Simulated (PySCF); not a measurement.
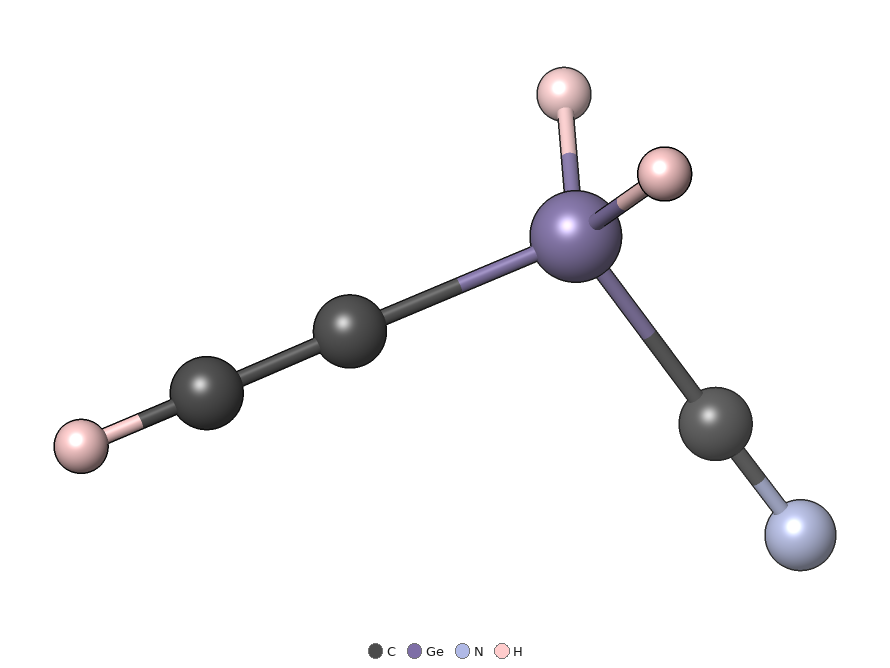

The picture shows a molecular structure as a ball-and-stick model.

The geometry was computed by an optimisation with GFN2-xTB. No frequency run is at hand to confirm it as a minimum.

Description:

It has 8 atoms: 3 carbon, 3 hydrogen, 1 germanium and 1 nitrogen (C₃H₃GeN). SMILES: `C#[C][GeH2][C]#N`. Among its groups: nitrile, alkyne. The point group is Cs. Coordination: 3 C linear; 1 Ge tetrahedral.

More results for the same structure follow; atom numbers are the same in all pictures, views and colours differ.

Dipole moment

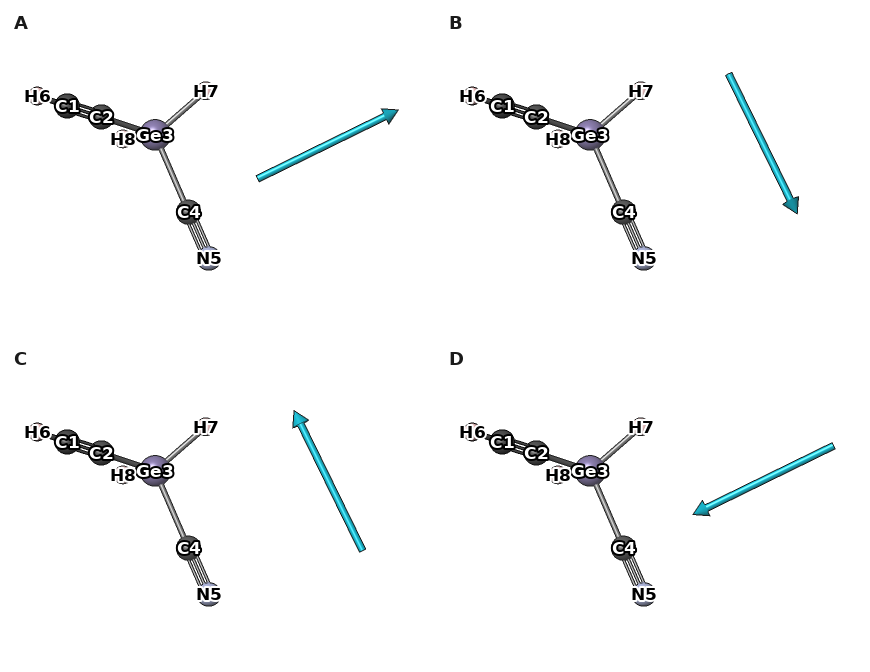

The same molecule four times, each with an arrow. No frequency run is at hand to confirm it as a minimum. Properties computed with CAM-B3LYP/def2-SVPD, gas phase (PySCF 2.14.0).

Which arrow points along the dipole moment, from the negative to the positive end?

Answer. C. The dipole moment is 3.94 D; it points from the side of N5 to the side of H6 (the outermost atoms at the two ends).

Core levels

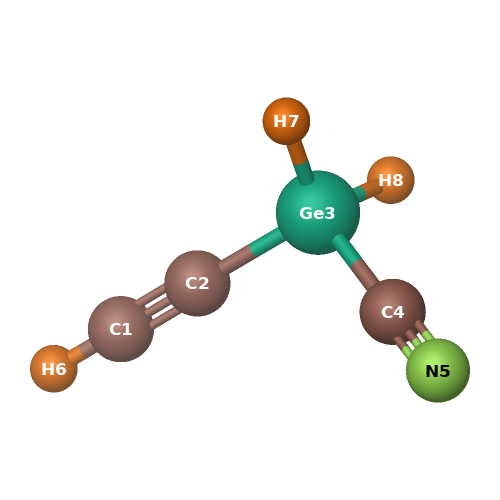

No frequency run is at hand to confirm it as a minimum. Properties computed with delta-SCF UKS SCAN, pcX-2 on the ionised atom, pcseg-1 elsewhere, spin-free X2C (PySCF 2.14.0).

Give the core-electron binding energies (to vacuum) of C1 1s, C2 1s, C4 1s, N5 1s.

```tsv
atom	level	binding energy (eV)
C1	1s	291.0
C2	1s	290.9
C4	1s	291.8
N5	1s	405.3
```

Polarisability

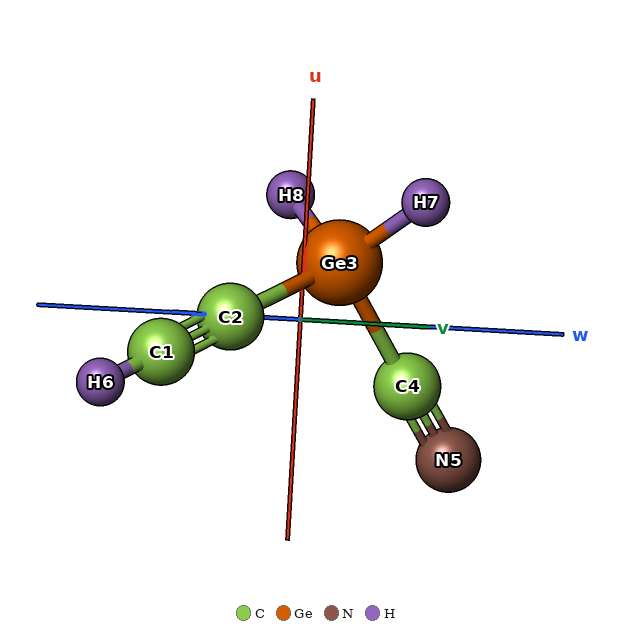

The lines u, v and w are the principal axes of the static dipole polarisability. No frequency run is at hand to confirm it as a minimum. Computed with CAM-B3LYP/def2-SVPD (PySCF 2.14.0).

Along which axis is the molecule most polarisable, and along which least?

Answer. Most along w (close to the long direction C1···N5), least along v.

Give the three principal values.

Answer. u 60.7, v 48.4, w 79.5 bohr³; mean 62.9, anisotropy 27.1 bohr³.

The geometry is semi-empirical. Around Ge such bond lengths and angles can be off by a tenth of an ångström or more and by several degrees, and values that hang on the shape move with them.
